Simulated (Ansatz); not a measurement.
Take CaS in the rock salt structure (space group Fm-3m, No. 225; a = 5.633 Å) as the base.

It is then changed as follows: the cell is scaled by 0.9800 in all directions, atoms relaxed at fixed cell.

Computed with Ansatz (a first-principles code) PBEsol, no spin-orbit coupling.

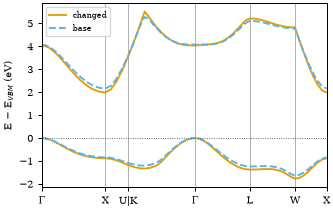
*Highest valence and lowest conduction band along the path, each from its own valence-band maximum*

The gap is 1.99 eV, indirect, Γ → X; the base has 2.16 eV.

The cells carry an imposed strain or load. Stability against distortions was not tested.
